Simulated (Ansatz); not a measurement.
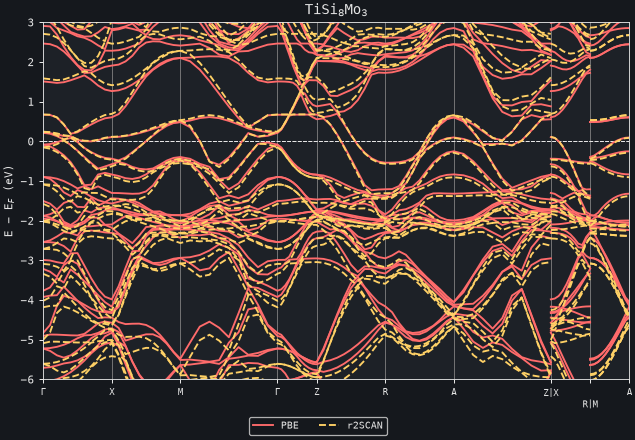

Band structures of TiSi₈Mo₃, space group P4/mmm (No. 123), 12 atoms in the cell, by two methods on the same cell. Each is counted from its own Fermi level.

> How do the methods compare?

Both give a metal. The 8 bands that come within 1 eV of the Fermi level differ by 0.09 eV on average and by 0.23 eV at most (at A).

Settings. PBE: DFT PBE, scalar-relativistic, plane waves, PAW, no spin polarisation, 8×8×6 k mesh, 420 eV cutoff (Ansatz 0.2.0). r2SCAN: DFT r2SCAN, scalar-relativistic, plane waves, PAW, no spin polarisation, 8×8×6 k mesh, 500 eV cutoff, Gaussian smearing of 0.1 eV (Ansatz 0.2.0).

The structure is an invented one, so it need not be a known or stable phase.
